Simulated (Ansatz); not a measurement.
The figure comes from a scan of AlNi (CsCl type): one Ni atom of a 2-atom cell moves by u along (0.71, 0.71, 0.00) and v along (0.00, 0.00, 1.00). Computed with PBE (plane waves to 420 eV, PAW, scalar-relativistic; Ansatz, an electronic-structure program). k mesh 13×13×13 (Γ-centred), Fermi-Dirac smearing 0.05 eV. E stands for the smeared free energy. With partly filled bands, energies and forces of such displacements shift with the k mesh and the smearing. AlNi is run without spin polarisation. AlNi was relaxed with its symmetry unable to fall. ΔE is measured from the undisplaced structure. Axes are in Å.

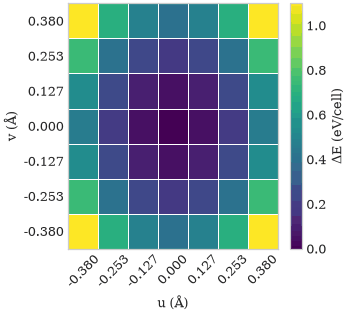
*ΔE (eV/cell), one tile a computed point.*

Task: List the plotted points as numbers.

Result: To the nearest 0.1:

ΔE (eV/cell), with u across and v down:

```
v \ u   -0.380  -0.253  -0.127  0.000  0.127  0.253  0.380
------  ------  ------  ------  -----  -----  -----  -----
-0.380     1.1     0.7     0.5    0.4    0.5    0.7    1.1
-0.253     0.7     0.4     0.2    0.2    0.2    0.4    0.7
-0.127     0.5     0.2     0.1    0.0    0.1    0.2    0.5
0.000      0.5     0.2     0.0    0.0    0.0    0.2    0.5
0.127      0.5     0.2     0.1    0.0    0.1    0.2    0.5
0.253      0.7     0.4     0.2    0.2    0.2    0.4    0.7
0.380      1.1     0.7     0.5    0.4    0.5    0.7    1.1
```

(A displaced cell: forces are minus the slopes of the energy, force constants its curvatures, and phonons follow from these.)
